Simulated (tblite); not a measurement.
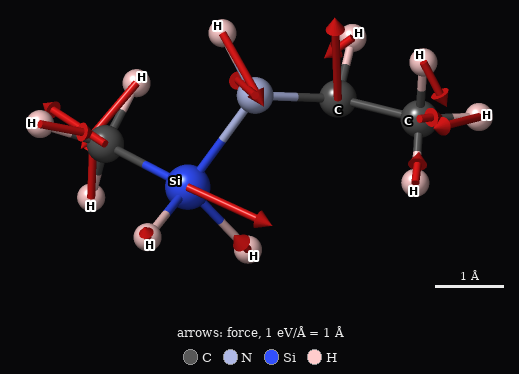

Starting geometry of C₃H₁₀NSi (multiplicity 2) with the computed forces as red arrows. The picture is a ball-and-stick view, seen at a tilt.

Theory: tblite 0.8.0, GFN2-xTB geometry optimisation, gas phase. 

### Is this structure relaxed? If not, where do the atoms go?

It isn't relaxed: the largest force vector, on a C atom, is 1.61 eV/Å. The final displacements have little in common with the starting forces (cosine between the two patterns 0.26). Over 94 geometry steps the energy falls by 96.6 kJ/mol. The atom that moves furthest after the best rigid fit is an H atom (1.37 Å). By element the largest moves are H 1.37 Å, C 0.89 Å, N 0.74 Å, Si 0.46 Å. Some distances before and after: C–N 1.438 → 1.376 Å, N–Si 1.780 → 1.729 Å, C–H 1.128 → 1.086 Å, H–N 1.049 → 1.009 Å. Among the angles between lasting bonds that change: C–N–Si 107.0° → 129.0°, C–C–H 107.4° → 120.2°, C–C–N 114.2° → 120.3°. Groups turn about C–Si by about 25°.
